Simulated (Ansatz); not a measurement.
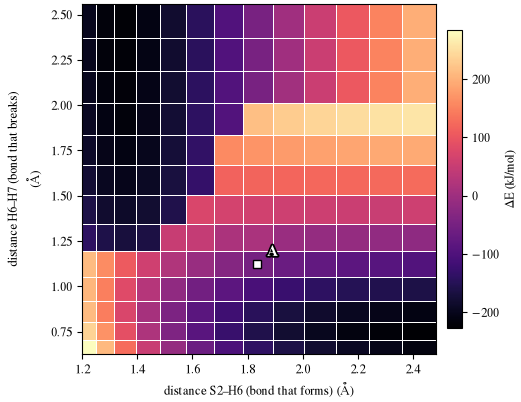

The reacting system H6SSn (fragments H₄SSn + H₂ where the first distance is long, H₄Sn + H₂S where the second is long). Coordinates scanned: (1) distance S2–H6 (bond that forms); (2) distance H6–H7 (bond that breaks). Relaxed at each point: all other coordinates. The grid has 13 × 13 points. Points are written as (first, second). Energies: kJ/mol, counted from a guessed transition structure relaxed with its forming and breaking bonds held. Energies and slopes of some neighbouring points disagree (a jump in structure or state, or too coarse a mesh). The reference is spin-restricted, so regions where a bond is pulled apart into radicals lie too high. The calculation used RHF/def2-SVP in Ansatz 0.2.0.

Drawn: one coloured cell a grid point, the point A.

**Which way does the force act at A, and how strong is it?**

A, at (1.836 Å, 1.122 Å), is not a stationary point. The computed force is 150 kJ/mol for each Å towards larger values of the first coordinate and 430 kJ/mol for each Å towards smaller values of the second coordinate.
